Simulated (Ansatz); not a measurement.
# CH7GeSi radical: from a rough start to a minimum

What shape does CH7GeSi radical take? The plan is to relax it, then compute its harmonic vibrations to see whether it is a minimum and to get the zero-point energy and entropy, and look at its orbitals and charge.

The runs use Ansatz 0.2.0, Gaussian basis; UKS PBE0-D4/def2-TZVP.

The runs, in order: relaxation at PBE-D4/def2-SVP; relaxation at PBE0-D4/def2-TZVP; harmonic vibrations at the same level; a single point in def2-TZVPP for the fields.

## Step 1: The starting structure

10 atoms, charge 0, spin multiplicity 2.

Atoms are counted from 1 here; the program's logs count them from 0.

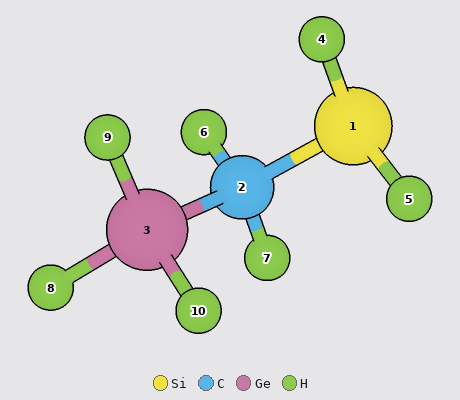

As it starts; silicon yellow, carbon blue, germanium pink, hydrogen green; atoms are numbered from 1 in the order of the file.

Geometry (Å):

```tsv
atom	x (Å)	y (Å)	z (Å)
Si1	-1.0453	0.3208	-1.4253
C2	0.3184	-0.5911	-0.6829
Ge3	0.5351	-0.0296	1.1509
H4	-2.2501	0.1101	-0.6808
H5	-0.7905	1.7972	-1.4130
H6	0.0949	-1.6577	-0.7145
H7	1.2773	-0.3852	-1.2510
H8	1.7823	-0.8076	1.7821
H9	-0.7259	-0.2950	2.0066
H10	0.8871	1.4869	1.2308
```

The start is a force-field geometry with small random shifts, so a cheaper pass at PBE-D4/def2-SVP comes first.

## Step 2: Relaxation at PBE-D4/def2-SVP (cheap first pass)

Contents of in.yaml:

```yaml
crystal:
  periodic: [false, false, false]
  atoms:
    - {symbol: Si, position_ang: [-1.045300, 0.320800, -1.425300]}
    - {symbol: C, position_ang: [0.318400, -0.591100, -0.682900]}
    - {symbol: Ge, position_ang: [0.535100, -0.029600, 1.150900]}
    - {symbol: H, position_ang: [-2.250100, 0.110100, -0.680800]}
    - {symbol: H, position_ang: [-0.790500, 1.797200, -1.413000]}
    - {symbol: H, position_ang: [0.094900, -1.657700, -0.714500]}
    - {symbol: H, position_ang: [1.277300, -0.385200, -1.251000]}
    - {symbol: H, position_ang: [1.782300, -0.807600, 1.782100]}
    - {symbol: H, position_ang: [-0.725900, -0.295000, 2.006600]}
    - {symbol: H, position_ang: [0.887100, 1.486900, 1.230800]}
basis:
  gaussian: {orbitals: def2-SVP}
magnetization: {spin_polarized: true, initial_magnetization: 1}
hamiltonian: {xc: pbe, dispersion: d4}
relax: {f_tol: 0.03, max_steps: 200}
```

Run with:

```console
> ansatz run in.yaml --threads 2 --pin off --events-out ev --progress --plain --max-ram 22528MiB --backend cpu
```

Log (excerpt; [...] marks lines left out):

```text
Functional definition: PBE
  name "PBE"
  cite "Perdew, Burke & Ernzerhof, Phys. Rev. Lett. 77, 3865 (1996) doi:10.1103/PhysRevLett.77.3865"
  parent pbe
[...]
1111 factors; their error is unknown
[...]
mean field -65520.21112697 eV, -2407.8233477219 hartree, gradient 1.8e-5 eV, S^2 0.751927; 0 other end points of the search recorded, 0 dependent functions left out
[...]
reference -65520.21116680 eV, -2407.8233491858 hartree; 30, 29 occupied and 69, 70 virtual orbitals, 1111 factors
relax step   1: F+E_penalty+E_count = -65520.42794166 eV  Δ(F+E_penalty+E_count) = +0.000e0 eV  max|allowed force component| = 1.656e0 eV/Å  Δτ_max = 0.0000 Å  (27 SCF iters, accepted)
[...]
relax step   5: F+E_penalty+E_count = -65520.65585038 eV  Δ(F+E_penalty+E_count) = +1.566e-4 eV  max|allowed force component| = 2.806e-2 eV/Å  Δτ_max = 0.0265 Å  (30 SCF iters, rejected (line search))
[...]
relax step   6: F+E_penalty+E_count = -65520.65614230 eV  Δ(F+E_penalty+E_count) = -1.354e-4 eV  max|allowed force component| = 3.542e-3 eV/Å  Δτ_max = 0.0066 Å  (24 SCF iters, accepted)
1111 factors; their error is unknown
[...]
mean field -65520.44471434 eV, -2407.8319318996 hartree, gradient 1.2e-5 eV, S^2 0.751972; 1 other end points of the search recorded, 0 dependent functions left out
[...]
reference -65520.44475444 eV, -2407.8319333731 hartree; 30, 29 occupied and 69, 70 virtual orbitals, 1111 factors
Total energy: -65520.65618239 eV, -2407.8397032071 hartree
Atom 0 at    -1.098650     0.360616    -1.489022 Å, force     0.002335    -0.003542    -0.000178 eV/Å
Atom 1 at     0.325781    -0.575095    -0.670929 Å, force    -0.000295     0.001559     0.001209 eV/Å
Atom 2 at     0.616756    -0.038561     1.216900 Å, force    -0.000609    -0.000255    -0.001856 eV/Å
Atom 3 at    -2.401909     0.102581    -0.771207 Å, force    -0.001067     0.000112    -0.000063 eV/Å
Atom 4 at    -0.829278     1.846229    -1.514872 Å, force    -0.000085     0.000807     0.000074 eV/Å
Atom 5 at     0.127444    -1.666869    -0.690846 Å, force    -0.001229     0.000961    -0.000619 eV/Å
Atom 6 at     1.269035    -0.397126    -1.227943 Å, force    -0.000277     0.000522    -0.000496 eV/Å
Atom 7 at     1.803398    -0.837933     1.828104 Å, force    -0.000135     0.000050     0.000539 eV/Å
Atom 8 at    -0.666531    -0.322780     2.040619 Å, force     0.000832     0.000264     0.000530 eV/Å
Atom 9 at     0.937254     1.477739     1.282096 Å, force     0.000530    -0.000479     0.000860 eV/Å
Dipole moment:     0.127853    -0.122679    -0.018278 e Å
```

It took 13 s on 2 threads of AMD EPYC 7R13, shared host.

The steps of the relaxation:

```tsv
step	energy from step 1 (eV)	largest force component (eV/Å)
1	0.0000	1.6565
2	-0.1980	0.7982
3	-0.2270	0.1072
4	-0.2281	0.0321
5	-0.2279	0.0281
6	-0.2282	0.0035
```

The force was under the threshold of 0.03 eV/Å already at step 5, but the program went on to step 6.

Distances of close pairs at the start and the end, largest changes first:

```tsv
bond	before (Å)	after (Å)	change (Å)
Si1–C2	1.801	1.890	+0.090
Si1–H4	1.432	1.510	+0.078
C2–Ge3	1.930	1.984	+0.054
Ge3–H8	1.600	1.556	-0.044
C2–H7	1.133	1.110	-0.024
C2–H6	1.090	1.110	+0.020
Si1–H5	1.498	1.510	+0.012
Ge3–H10	1.559	1.551	-0.008
```

## Step 3: Optimising with PBE0-D4/def2-TZVP

Contents of in.yaml:

```yaml
crystal:
  periodic: [false, false, false]
  atoms:
    - {symbol: Si, position_ang: [-1.098650, 0.360616, -1.489022]}
    - {symbol: C, position_ang: [0.325781, -0.575095, -0.670929]}
    - {symbol: Ge, position_ang: [0.616756, -0.038561, 1.216900]}
    - {symbol: H, position_ang: [-2.401909, 0.102581, -0.771207]}
    - {symbol: H, position_ang: [-0.829278, 1.846229, -1.514872]}
    - {symbol: H, position_ang: [0.127444, -1.666869, -0.690846]}
    - {symbol: H, position_ang: [1.269035, -0.397126, -1.227943]}
    - {symbol: H, position_ang: [1.803398, -0.837933, 1.828104]}
    - {symbol: H, position_ang: [-0.666531, -0.322780, 2.040619]}
    - {symbol: H, position_ang: [0.937254, 1.477739, 1.282096]}
basis:
  gaussian: {orbitals: def2-TZVP}
magnetization: {spin_polarized: true, initial_magnetization: 1}
hamiltonian: {xc: pbe0, dispersion: d4}
relax: {f_tol: 0.005, max_steps: 150}
```

Launched as before.

Log (excerpt; [...] marks lines left out):

```text
Functional definition: PBE0
  name "PBE0"
  cite "Adamo & Barone, J. Chem. Phys. 110, 6158 (1999) doi:10.1063/1.478522"
  cite "Perdew, Burke & Ernzerhof, Phys. Rev. Lett. 77, 3865 (1996) doi:10.1103/PhysRevLett.77.3865"
  parent pbe
[...]
1157 factors; their error is unknown
[...]
mean field -65534.21176869 eV, -2408.3378618151 hartree, gradient 7.6e-5 eV, S^2 0.752743; 0 other end points of the search recorded, 0 dependent functions left out
[...]
reference -65534.21180308 eV, -2408.3378630790 hartree; 30, 29 occupied and 128, 129 virtual orbitals, 1157 factors
relax step   1: F+E_penalty+E_count = -65534.39093350 eV  Δ(F+E_penalty+E_count) = +0.000e0 eV  max|allowed force component| = 5.303e-1 eV/Å  Δτ_max = 0.0000 Å  (28 SCF iters, accepted)
[...]
Atom 0 at    -1.086050     0.355669    -1.473063 Å, force     0.000133    -0.000247    -0.000405 eV/Å
Atom 1 at     0.322452    -0.569985    -0.667159 Å, force    -0.000665     0.000874     0.000647 eV/Å
Atom 2 at     0.609944    -0.037512     1.204196 Å, force    -0.000256    -0.000302    -0.001308 eV/Å
Atom 3 at    -2.372171     0.099281    -0.763393 Å, force    -0.000339    -0.000016     0.000107 eV/Å
Atom 4 at    -0.819702     1.822617    -1.496677 Å, force    -0.000182     0.000364     0.000061 eV/Å
Atom 5 at     0.125528    -1.644940    -0.687791 Å, force     0.000414    -0.000251     0.000598 eV/Å
Atom 6 at     1.250475    -0.393329    -1.216976 Å, force     0.000559    -0.000069     0.000526 eV/Å
Atom 7 at     1.784172    -0.829846     1.811511 Å, force     0.000183    -0.000351    -0.000141 eV/Å
Atom 8 at    -0.661619    -0.318068     2.021910 Å, force     0.000078     0.000159    -0.000088 eV/Å
Atom 9 at     0.930271     1.464915     1.270343 Å, force     0.000075    -0.000163     0.000004 eV/Å
Dipole moment:     0.136134    -0.129925    -0.017889 e Å
```

Run time: 27 s. Hardware: 2 threads of AMD EPYC 7R13, shared host; peak memory 0.52 GiB.

Step by step:

```tsv
step	energy from step 1 (eV)	largest force component (eV/Å)
1	0.0000	0.5303
2	-0.0253	0.1494
3	-0.0274	0.0274
4	-0.0275	0.0064
5	-0.0275	0.0013
```

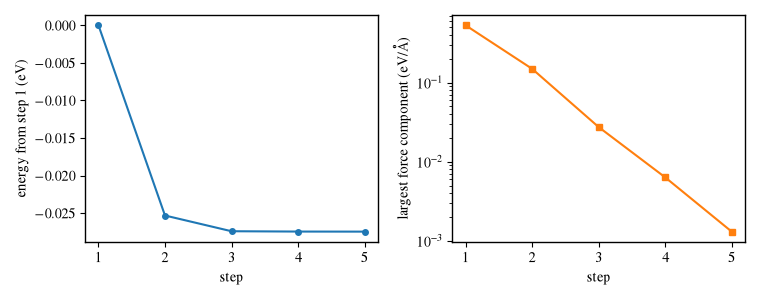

Energy and largest force along the relaxation.

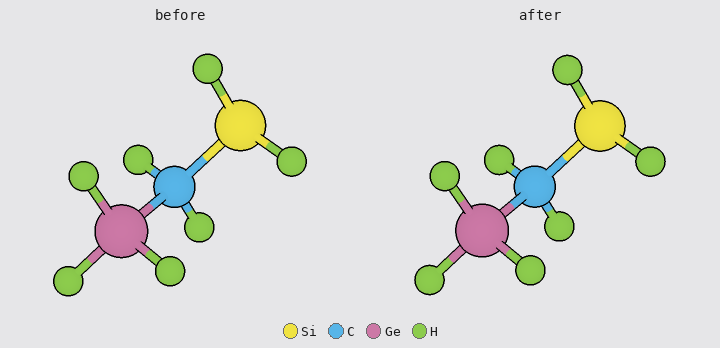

The geometry before (left) and after (right).

Distances of close pairs at the start and the end, largest changes first:

```tsv
bond	before (Å)	after (Å)	change (Å)
Si1–C2	1.890	1.868	-0.022
Si1–H4	1.510	1.491	-0.019
Si1–H5	1.510	1.491	-0.019
C2–Ge3	1.984	1.967	-0.017
C2–H6	1.110	1.093	-0.017
C2–H7	1.110	1.093	-0.017
Ge3–H8	1.556	1.541	-0.015
Ge3–H9	1.551	1.538	-0.014
```

Mulliken charges of the relaxed molecule (report file):

```tsv
atom	value (e)
Si1	0.06
C2	-0.45
Ge3	0.08
H4	-0.01
H5	-0.01
H6	0.16
H7	0.16
H8	0.00
H9	0.01
H10	0.01
```

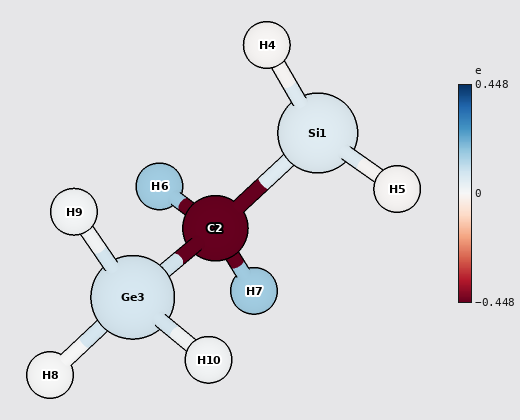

Mulliken charges of the relaxed molecule (report file), as colours on the atoms.

## Step 4: Harmonic vibrations

Contents of in.yaml:

```yaml
crystal:
  periodic: [false, false, false]
  atoms:
    - {symbol: Si, position_ang: [-1.086050, 0.355669, -1.473063]}
    - {symbol: C, position_ang: [0.322452, -0.569985, -0.667159]}
    - {symbol: Ge, position_ang: [0.609944, -0.037512, 1.204196]}
    - {symbol: H, position_ang: [-2.372171, 0.099281, -0.763393]}
    - {symbol: H, position_ang: [-0.819702, 1.822617, -1.496677]}
    - {symbol: H, position_ang: [0.125528, -1.644940, -0.687791]}
    - {symbol: H, position_ang: [1.250475, -0.393329, -1.216976]}
    - {symbol: H, position_ang: [1.784172, -0.829846, 1.811511]}
    - {symbol: H, position_ang: [-0.661619, -0.318068, 2.021910]}
    - {symbol: H, position_ang: [0.930271, 1.464915, 1.270343]}
basis:
  gaussian: {orbitals: def2-TZVP}
magnetization: {spin_polarized: true, initial_magnetization: 1}
hamiltonian: {xc: pbe0, dispersion: d4}
phonons: {temperatures: {t_min: 298.15, t_max: 900, t_step: 200}}
```

Launched as before.

Log (excerpt; [...] marks lines left out):

```text
Functional definition: PBE0
  name "PBE0"
  cite "Adamo & Barone, J. Chem. Phys. 110, 6158 (1999) doi:10.1063/1.478522"
  cite "Perdew, Burke & Ernzerhof, Phys. Rev. Lett. 77, 3865 (1996) doi:10.1103/PhysRevLett.77.3865"
  parent pbe
[...]
1157 factors; their error is unknown
[...]
mean field -65534.23815534 eV, -2408.3388315068 hartree, gradient 7.0e-5 eV, S^2 0.752732; 0 other end points of the search recorded, 0 dependent functions left out
[...]
reference -65534.23818945 eV, -2408.3388327600 hartree; 30, 29 occupied and 128, 129 virtual orbitals, 1157 factors
[...]
1157 factors; their error is unknown
[...]
mean field -65534.23805237 eV, -2408.3388277228 hartree, gradient 1.7e-6 eV, S^2 0.752732; 0 other end points of the search recorded, 0 dependent functions left out
[...]
Atom 2 at     0.609944    -0.037512     1.204196 Å, force    -0.000250    -0.000285    -0.001315 eV/Å
Atom 3 at    -2.372171     0.099281    -0.763393 Å, force    -0.000341    -0.000017     0.000110 eV/Å
Atom 4 at    -0.819702     1.822617    -1.496677 Å, force    -0.000180     0.000374     0.000063 eV/Å
Atom 5 at     0.125528    -1.644940    -0.687791 Å, force     0.000412    -0.000258     0.000596 eV/Å
Atom 6 at     1.250475    -0.393329    -1.216976 Å, force     0.000556    -0.000069     0.000529 eV/Å
Atom 7 at     1.784172    -0.829846     1.811511 Å, force     0.000182    -0.000353    -0.000139 eV/Å
Atom 8 at    -0.661619    -0.318068     2.021910 Å, force     0.000076     0.000159    -0.000086 eV/Å
Atom 9 at     0.930271     1.464915     1.270343 Å, force     0.000072    -0.000174     0.000005 eV/Å
Dipole moment:     0.136136    -0.129927    -0.017889 e Å
Vibrations: 84.90 144.28 148.77 451.18 504.21 543.68 565.47 706.22 743.79 798.07 838.87 881.78 885.10 917.81 1024.31 1052.46 1393.12 2131.63 2154.68 2158.09 2184.49 2208.14 3073.45 3133.26 cm⁻¹, zero-point energy 1.780894 eV
```

Run time: 3 min. Hardware: 2 threads of AMD EPYC 7R13, shared host; peak memory 0.51 GiB.

Motions are named by where the mode's potential energy lies. The modes, unscaled (a negative number is an imaginary wavenumber):

```tsv
mode	cm⁻¹	motion
1	85	torsion
2	144	bend
3	149	torsion
4	451	bend with torsion
5	504	bend with Ge–C stretch
6	544	bend
7	565	Ge–C stretch with bend
8	706	torsion with bend
9	744	Si–C stretch
10	798	bend with torsion
11	839	bend
12	882	bend with torsion
13	885	bend with torsion
14	918	bend
15	1024	bend
16	1052	bend with torsion
17	1393	bend
18	2132	Ge–H stretch
19	2155	Ge–H stretch
20	2158	Ge–H stretch
21	2184	Si–H stretch
22	2208	Si–H stretch
23	3073	C–H stretch
24	3133	C–H stretch
```

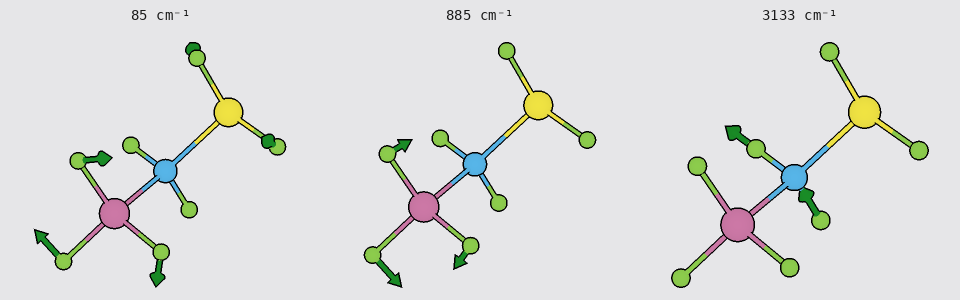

How the atoms move in 3 of the modes.

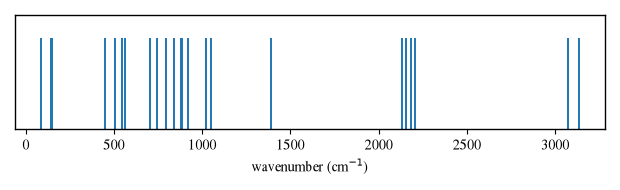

The harmonic wavenumbers as sticks (no intensities were computed).

From these modes and the moments of inertia (298.15 K, 1 bar, symmetry number 1):

```tsv
term	value
zero-point energy	41.1 kcal/mol
H(298) − E	45.6 kcal/mol
entropy, electronic degeneracy	5.8 J/(mol K)
entropy, translation	168.5 J/(mol K)
entropy, rotation	108.3 J/(mol K)
entropy, vibration	55.5 J/(mol K)
entropy, total	338.2 J/(mol K)
```

## Step 5: A single point for the fields

in.yaml: that of step 4 with these lines changed.

```diff
@@ -14,5 +14,5 @@
 basis:
-  gaussian: {orbitals: def2-TZVP}
+  gaussian: {orbitals: def2-TZVPP}
 magnetization: {spin_polarized: true, initial_magnetization: 1}
 hamiltonian: {xc: pbe0, dispersion: d4}
-phonons: {temperatures: {t_min: 298.15, t_max: 900, t_step: 200}}
+output: {orbitals: {seedname: orbitals}}
```

Same command.

Log:

```text
Functional definition: PBE0
  name "PBE0"
  cite "Adamo & Barone, J. Chem. Phys. 110, 6158 (1999) doi:10.1063/1.478522"
  cite "Perdew, Burke & Ernzerhof, Phys. Rev. Lett. 77, 3865 (1996) doi:10.1103/PhysRevLett.77.3865"
  parent pbe
  parameter a = 0.25
  parameter kappa = 0.804
  parameter beta = 0.06672455060314922
  exchange = (1 - a)*pbe_x(kappa = kappa, mu = beta*pi^2/3) + a*exact_x
  correlation = pbe_c(beta = beta)
1285 factors; their error is unknown
mean field evaluation 1: about -65528.4311 eV, gradient 3.6e1 eV
mean field evaluation 2: about -65523.5000 eV, gradient 4.5e1 eV
mean field evaluation 4: about -65533.9995 eV, gradient 1.4e0 eV
mean field evaluation 8: about -65534.2871 eV, gradient 2.7e-2 eV
mean field -65534.28714174 eV, -2408.3406317238 hartree, gradient 7.8e-5 eV, S^2 0.752783; 0 other end points of the search recorded, 0 dependent functions left out
reference -65534.28717582 eV, -2408.3406329759 hartree; 30, 29 occupied and 189, 190 virtual orbitals, 1285 factors
Total energy: -65534.46742207 eV, -2408.3472569035 hartree
```

Run time: 5.5 s. Hardware: 2 threads of AMD EPYC 7R13, shared host; peak memory 0.73 GiB.

The fields below are evaluated on a grid from the run's orbitals.

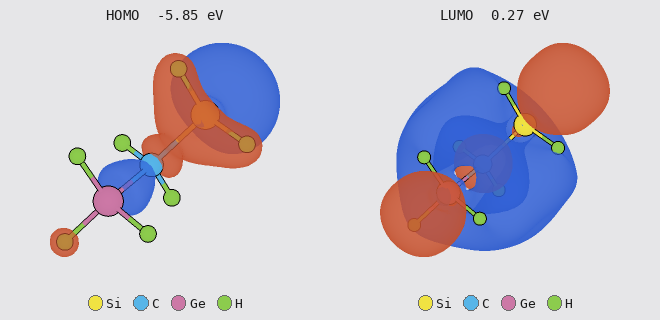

Frontier orbitals at PBE0-D4/def2-TZVPP (alpha spin); each surface holds 70 % of the orbital's density, blue and red mark the sign.

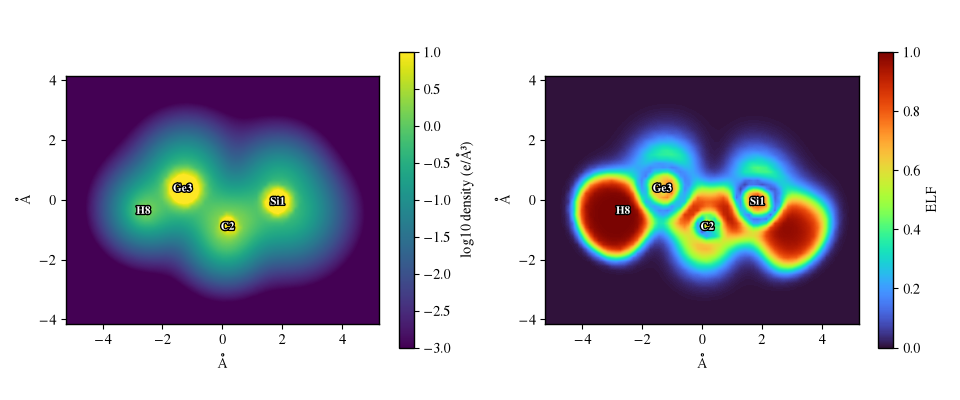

Density (left) and ELF (right) in a plane through or near 4 of the atoms.

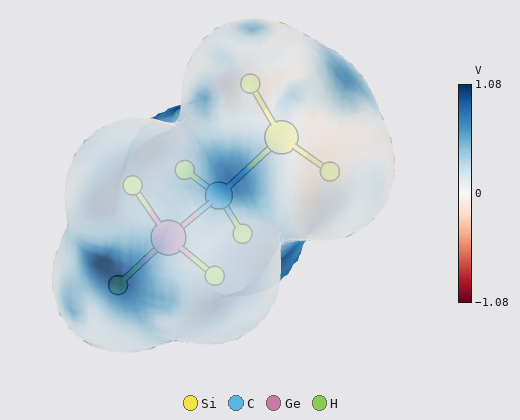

The potential that a unit positive charge feels on the 0.002 e/bohr³ surface, from the 1st to the 99th percentile, from -0.17 V near Si1 to 1.08 V near H6.

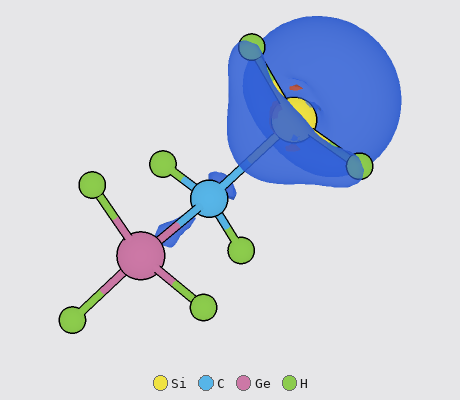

Spin density at ±0.03 e/Å³ (alpha excess blue, beta excess red).

## Step 6: Summary of results

| quantity | value |
| --- | --- |
| point group | Cs |
| steps | 6 + 5 |
| shift from the start (rms) | 0.077 Å |
| total energy | -65534.4184 eV |
| dispersion term | -180 meV |
| dipole moment | 0.91 D |
| lowest, highest wavenumber | 85, 3133 cm⁻¹ |
| zero-point energy | 41.1 kcal/mol |
| entropy at 298.15 K | 338.2 J/(mol K) |
| HOMO, LUMO (alpha spin) | -5.85, 0.27 eV |

The relaxed geometry lies 0.08 Å (rms) from the start; the bond that changed most is Si1–C2, from 1.801 to 1.868 Å. All wavenumbers are real, so the end point is a minimum. The stiffest mode, 3133 cm⁻¹, is a C–H stretch, and 3 modes under 200 cm⁻¹ make the vibrational entropy uncertain. Harmonic hybrid wavenumbers usually lie a few per cent above measured fundamentals. The largest Mulliken charge, -0.45 e, sits on C2. The alpha HOMO lies mostly on Si1 61 %; H4, H5 about 10 % each and the LUMO on Si1 14 %; 4 H atoms about 13 % each. The unpaired spin sits mainly on Si1 68 %; H4, H5 about 10 % each.
